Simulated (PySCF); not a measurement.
SMILES N#CC[SeH] (C2H3NSe), CAM-B3LYP/def2-SVP optimised geometry. Atoms within 1.6 Å of the plane z = 0.0 Å (x, y, z in Å): N1 (1.70, 0.85, 0.00), C2 (0.55, 0.85, 0.00), C3 (-0.91, 0.83, -0.02), Se4 (-1.70, -0.73, 0.88), H5 (-1.30, 1.70, 0.53), H6 (-1.27, 0.89, -1.05), H7 (-1.15, -1.70, -0.08).

Method: PySCF with CAM-B3LYP/def2-TZVP. Cells within 0.4 Å of a nucleus heavier than hydrogen are left out (blank, or x).

Map of the deformation density (molecule minus spherical neutral atoms) (e/bohr³), clipped to [-0.15, 0.15] on the plane z = 0.0 Å:

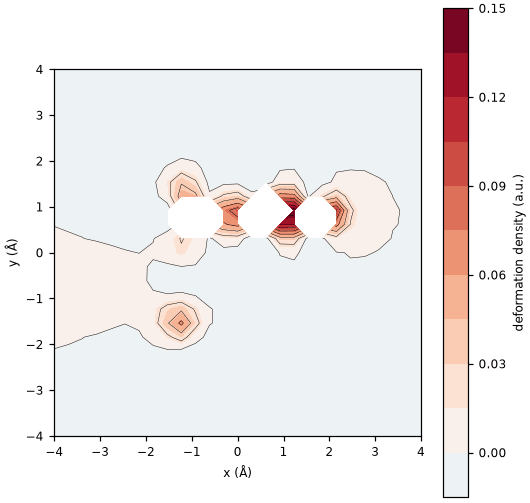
Figure. Deformation density (molecule minus spherical neutral atoms) (e/bohr³), clipped to [-0.15, 0.15] on the plane z = 0.0 Å.
